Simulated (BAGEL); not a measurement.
# CH3FOS (SMILES O=[SH]CF) at PBE0/def2-SVPD (density fitting with qzvpp-jkfit)

What is the energy change on altering one bond length of CH3FOS at PBE0/def2-SVPD (density fitting with qzvpp-jkfit)? 

The calculation is run with BAGEL 1.2.2.

2 further runs of the same task are left out: 1 that didn't finish, 1 set aside as unsound or not needed. Runs told in other sessions of the task aren't counted.

## (1) The molecule

CH3FOS has 7 atoms, charge 0, and is taken as a singlet. SMILES: `O=[SH]CF`. Geometry: relaxed at GFN2-xTB. This is one conformer, not always the lowest.

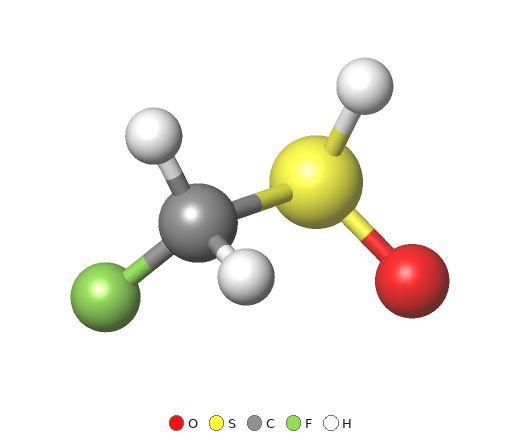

The structure, seen from a chosen angle (oxygen red, sulfur yellow, carbon grey, fluorine green, hydrogen white).

## (2) A single-point energy at PBE0/def2-SVPD (density fitting with qzvpp-jkfit)

Input file calc.json:

```json
{ "bagel": [

{
  "title": "molecule",
  "basis": "def2-svpd.json",
  "df_basis": "qzvpp-jkfit",
  "angstrom": "true",
  "geometry": [
    { "atom": "O", "xyz": [      -1.695160,      -0.503800,      -1.016040 ] },
    { "atom": "S", "xyz": [      -1.156090,       0.355800,       0.022880 ] },
    { "atom": "C", "xyz": [       0.623450,      -0.196970,       0.316460 ] },
    { "atom": "F", "xyz": [       0.628630,      -1.156330,       1.278890 ] },
    { "atom": "H", "xyz": [      -0.634220,       1.482230,      -0.676970 ] },
    { "atom": "H", "xyz": [       1.021130,      -0.628730,      -0.604340 ] },
    { "atom": "H", "xyz": [       1.212260,       0.647790,       0.679130 ] }
  ]
},

{ "title": "ks", "xc_func": "pbe0" },

{ "title": "print", "file": "orbitals.molden", "orbitals": "true" }

]}
```

The basis set def2-SVPD is read from a file made from the Basis Set Exchange's data (not shown).

Command:

```bash
$ BAGEL_NUM_THREADS=1 BAGEL calc.json > calc.out
```

Standard output:

```text
* using 1 threads per process

  ===============================================================
  ===============================================================

  *** Geometry ***

  { "atom" : "O", "xyz" : [     -3.203388,     -0.952044,     -1.920037 ] },
  { "atom" : "S", "xyz" : [     -2.184693,      0.672365,      0.043237 ] },
  { "atom" : "C", "xyz" : [      1.178150,     -0.372219,      0.598023 ] },
  { "atom" : "F", "xyz" : [      1.187939,     -2.185147,      2.416752 ] },
  { "atom" : "H", "xyz" : [     -1.198502,      2.801009,     -1.279288 ] },
  { "atom" : "H", "xyz" : [      1.929656,     -1.188128,     -1.142037 ] },
  { "atom" : "H", "xyz" : [      2.290839,      1.224146,      1.283370 ] },

  Number of auxiliary basis functions:      411

  Since a DF basis is specified, we compute 2- and 3-index integrals:
    o Being stored without compression. Storage requirement is 0.045 GB

  Number of basis functions:      117
  Number of electrons      :       42

    * METHOD: MOLECULE                             0.20

  *** Kohn-Sham DFT ***

    * Removing 12229 points whose weight is below 1.00e-10
    * Grid points: 92113

  === Nuclear Repulsion ===
   175.5805982048

       - DIIS with orbital gradients will be used.

  === KS iteration (pbe0 / def2-svpd.json) ===
      0       -584.77101173          0.09662455           0.48
      1       -552.86727999          0.17761783           0.47
      2       -579.94964299          0.13841457           0.47
      3       -602.01830216          0.10878372           0.47
      4       -607.04004224          0.08245984           0.46
      5       -612.02482159          0.02370235           0.46
      6       -612.23980259          0.01837979           0.46
      7       -612.43004649          0.00673287           0.46
      8       -612.45713109          0.00276539           0.47
      9       -612.46120752          0.00120621           0.47
     10       -612.46196971          0.00016724           0.45
     11       -612.46198802          0.00005089           0.46
     12       -612.46198921          0.00002052           0.46
     13       -612.46198919          0.00002168           0.46
     14       -612.46198948          0.00000620           0.45
     15       -612.46198950          0.00000164           0.47
     16       -612.46198950          0.00000065           0.45
     17       -612.46198950          0.00000016           0.46
     18       -612.46198950          0.00000008           0.46
     19       -612.46198950          0.00000004           0.47
     20       -612.46198950          0.00000005           0.46
     21       -612.46198950          0.00000000           0.46
    * SCF iteration converged.

    * Permanent dipole moment:
           (   -0.914863,    -1.090923,    -0.212051) a.u.

    * METHOD: KS                                  10.74

    * METHOD: PRINT                                0.03

  ===============================================================
```

Run time: 11 s. Hardware: 1 thread of Arm Neoverse V1, shared host; peak memory 0.49 GiB.

## (3) The distorted shape

Input file input.json:

```json
{ "bagel": [

{
  "title": "molecule",
  "basis": "def2-svpd.json",
  "df_basis": "qzvpp-jkfit",
  "angstrom": "true",
  "geometry": [
    { "atom": "O", "xyz": [   -1.776013,   -0.632727,   -1.171863 ] },
    { "atom": "S", "xyz": [   -1.156090,    0.355800,    0.022880 ] },
    { "atom": "C", "xyz": [    0.623450,   -0.196970,    0.316460 ] },
    { "atom": "F", "xyz": [    0.628630,   -1.156330,    1.278890 ] },
    { "atom": "H", "xyz": [   -0.634220,    1.482230,   -0.676970 ] },
    { "atom": "H", "xyz": [    1.021130,   -0.628730,   -0.604340 ] },
    { "atom": "H", "xyz": [    1.212260,    0.647790,    0.679130 ] }
  ]
},
{
  "title": "ks",
  "xc_func": "pbe0"
},
{
  "title": "print",
  "file": "orbitals.molden",
  "orbitals": "true"
}

]}
```

The basis set def2-SVPD is read from a file made from the Basis Set Exchange's data (not shown).

Command:

```bash
$ BAGEL_NUM_THREADS=1 BAGEL input.json > input.out
```

Standard output:

```text
* using 1 threads per process

  ===============================================================
  ===============================================================

  *** Geometry ***

  { "atom" : "O", "xyz" : [     -3.356178,     -1.195681,     -2.214500 ] },
  { "atom" : "S", "xyz" : [     -2.184693,      0.672365,      0.043237 ] },
  { "atom" : "C", "xyz" : [      1.178150,     -0.372219,      0.598023 ] },
  { "atom" : "F", "xyz" : [      1.187939,     -2.185147,      2.416752 ] },
  { "atom" : "H", "xyz" : [     -1.198502,      2.801009,     -1.279288 ] },
  { "atom" : "H", "xyz" : [      1.929656,     -1.188128,     -1.142037 ] },
  { "atom" : "H", "xyz" : [      2.290839,      1.224146,      1.283370 ] },

  Number of auxiliary basis functions:      411

  Since a DF basis is specified, we compute 2- and 3-index integrals:
    o Being stored without compression. Storage requirement is 0.045 GB

  Number of basis functions:      117
  Number of electrons      :       42

    * METHOD: MOLECULE                             0.20

  *** Kohn-Sham DFT ***

    * Removing 11947 points whose weight is below 1.00e-10
    * Grid points: 92395

  === Nuclear Repulsion ===
   168.2332411604

       - DIIS with orbital gradients will be used.

  === KS iteration (pbe0 / def2-svpd.json) ===
      0       -587.51534239          0.09828548           0.48
      1       -562.98218237          0.16866479           0.46
      2       -589.87634036          0.11306944           0.46
      3       -599.71228273          0.10849193           0.46
      4       -609.29145278          0.06142675           0.46
      5       -612.28681324          0.01475868           0.47
      6       -612.34971713          0.01242446           0.46
      7       -612.44266782          0.00282905           0.46
      8       -612.44685246          0.00124561           0.46
      9       -612.44776448          0.00036958           0.46
     10       -612.44783779          0.00014992           0.46
     11       -612.44785199          0.00002675           0.46
     12       -612.44785245          0.00000623           0.46
     13       -612.44785247          0.00000283           0.46
     14       -612.44785247          0.00000078           0.46
     15       -612.44785247          0.00000022           0.46
     16       -612.44785247          0.00000008           0.46
     17       -612.44785247          0.00000004           0.46
     18       -612.44785247          0.00000002           0.46
     19       -612.44785247          0.00000001           0.47
     20       -612.44785247          0.00000000           0.46
    * SCF iteration converged.

    * Permanent dipole moment:
           (   -1.210791,    -1.328138,    -0.469087) a.u.

    * METHOD: KS                                  10.25

    * METHOD: PRINT                                0.03

  ===============================================================
```

It took 11 s on 1 thread of Arm Neoverse V1, shared host; peak memory 0.49 GiB.

## (4) Results

Level: PBE0/def2-SVPD (density fitting with qzvpp-jkfit).

```
                                                         quantity          value
                                        first shape: total energy  -612.46199 Eh
                                       first shape: dipole moment         3.66 D
                                         first shape: HOMO energy       -7.57 eV
                                         first shape: LUMO energy       -0.62 eV
                                       first shape: HOMO–LUMO gap        6.95 eV
                                    distorted shape: total energy  -612.44785 Eh
                                   distorted shape: dipole moment         4.72 D
                                     distorted shape: HOMO energy       -7.42 eV
                                     distorted shape: LUMO energy       -1.04 eV
                                   distorted shape: HOMO–LUMO gap        6.38 eV
energy change with the O1–S2 bond stretched from 1.452 to 1.670 Å       0.385 eV
```

**Reading.** With the O1–S2 bond stretched from 1.452 to 1.670 Å the energy rises by 0.38 eV (8.9 kcal/mol). The first shape isn't relaxed at this level, so the change isn't measured from a minimum.
